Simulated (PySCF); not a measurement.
**C3H7BS (SMILES C=CBSC): density, localisation and related maps**

```xyz
12

C     2.6645    0.0806   -0.5624
C     1.4141   -0.2126   -0.9188
B     0.1809    0.0232   -0.0187
S    -1.4090   -0.4501   -0.6259
C    -2.5288    0.0093    0.7447
H     3.5131   -0.0954   -1.2058
H     2.8857    0.5117    0.4014
H     1.2659   -0.6463   -1.9030
H     0.2619    0.4977    1.0486
H    -2.5429    1.0896    0.8469
H    -3.5186   -0.3539    0.4891
H    -2.1855   -0.4544    1.6634
```

Geometry: GFN2-xTB.

All numbers below come from PBE0/def2-SVPD, SCF density, gas phase (PySCF).

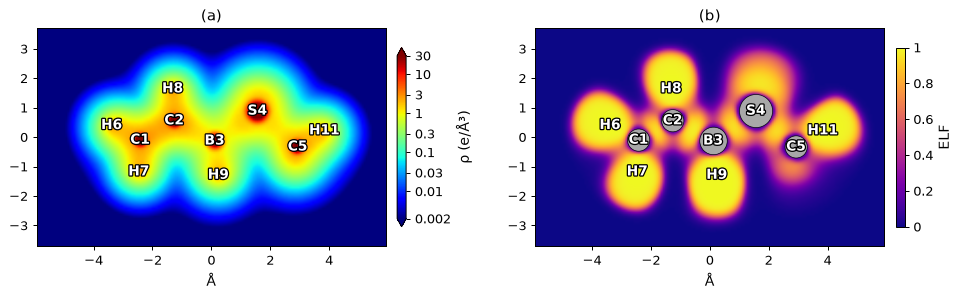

Figure 1. (a) electron density; (b) ELF on the plane of atoms B3, C2 and H8. Grey discs cover the atomic cores in the ELF map.

**Interpret the plot.**

- Atoms in the plane: C, B, S and H.
- C–C (1.33 Å): the density is about 2.3 e/Å³ at the midpoint; the ELF peaks at about 0.95 between the atoms: a multiple bond.
- C–B (1.54 Å): the density is about 1.5 e/Å³ at the midpoint; the ELF peaks at about 1 between the atoms, as expected for a covalent bond.
- B–S (1.77 Å): the density is about 1.3 e/Å³ at the midpoint; the ELF peaks at about 0.95 between the atoms (localised, covalent bonding).
- C–S (1.83 Å): ρ at the midpoint is about 1.2 e/Å³; the ELF peaks at about 0.95 between the atoms: a covalent bond.
- C–H (1.08 Å): ρ is about 2 e/Å³ halfway; the ELF climbs to about 1 towards the hydrogen, as it does in any bond to H (an ordinary covalent bond to hydrogen).
- The ELF also peaks beside S4, away from the bonds: lone-pair regions.

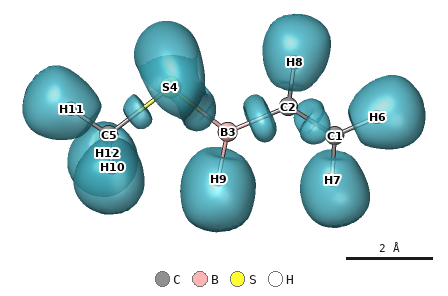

Figure 2. Isosurface of the ELF at 0.8 (cyan), seen at a tilt. Only the valence region is drawn (cores and ρ < 0.01 e/Å³ removed).

**Describe the localisation domains.**

At this value the surface marks out one region between bonded B–C atoms (shared pairs), one region between bonded C–C atoms (shared pairs), one region between bonded C–S atoms (shared pairs), seven regions around hydrogen nuclei and one region on S in which the atom's valence shell and bonds are merged.

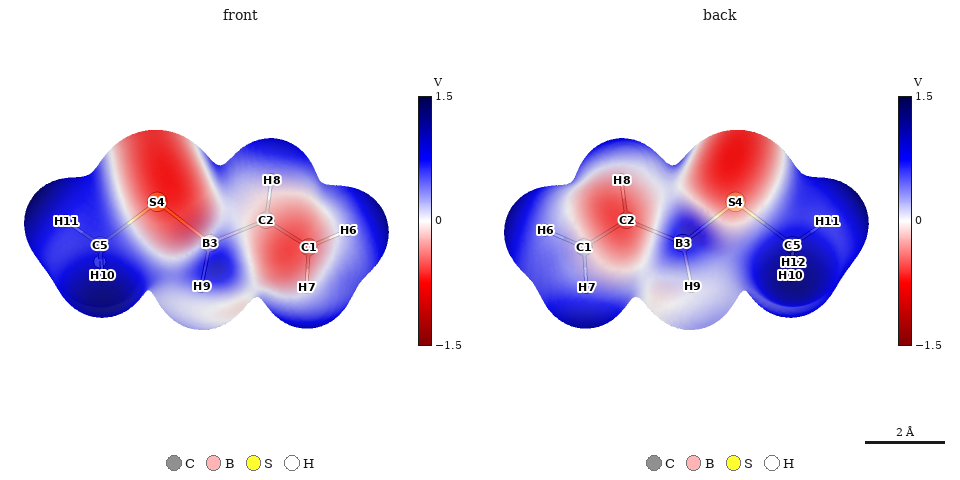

Figure 3. The electrostatic potential painted on the density surface at 0.004 e/bohr³, seen from the front and from behind; the colour scale runs from red (negative) to blue (positive).

**Which sites attract a positive test charge, and which a negative one?**

A positive charge is drawn to the negative regions and a negative charge to the positive ones. The most negative region (about −0.7 V) lies over S4, the most positive (about +1.3 V) over H10, H11 and H12.

**How polar is the molecule by this calculation?**

Its dipole moment is 1.04 D.
